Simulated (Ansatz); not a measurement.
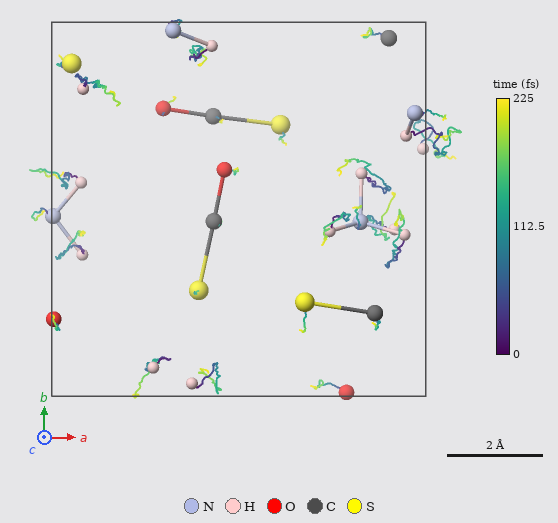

First-principles dynamics of a periodic cell with 4 NH3 + 4 OCS at 1.049 g/cm³, 225 fs long. Lines trace each atom's path, coloured by time; spheres stand at the starting positions. Seen along the c axis in the simulation cell.

All numbers below come from Ansatz 0.2.0, DFT PBE-D3(BJ), scalar-relativistic, plane waves, PAW. Run with plane-wave cutoff 420 eV; k-point mesh 1 × 1 × 1; Fermi-Dirac smearing 0.05 eV; low-accuracy preset; Langevin thermostat (NVT); set temperature 250 K; time step 0.75 fs; friction 0.02 per fs.

Q: What do the traces tell about the motion?

A: Root-mean-square distances from the starting positions over the second half, with the common drift of all atoms taken out: H 0.74 Å, N 0.55 Å, O 0.46 Å, S 0.45 Å, C 0.31 Å. The heavy atoms stay within a fraction of a molecule's size of their starting places; so short a run doesn't tell a liquid from a solid.

Limits of the set-up: the program's low-accuracy preset was used; the periodic images lie only 7.9 Å apart, so the values are limited by the cell's size.

The run took 14 min on 1 thread of Arm Neoverse V1, with other jobs on the host, peak memory 0.49 GiB.
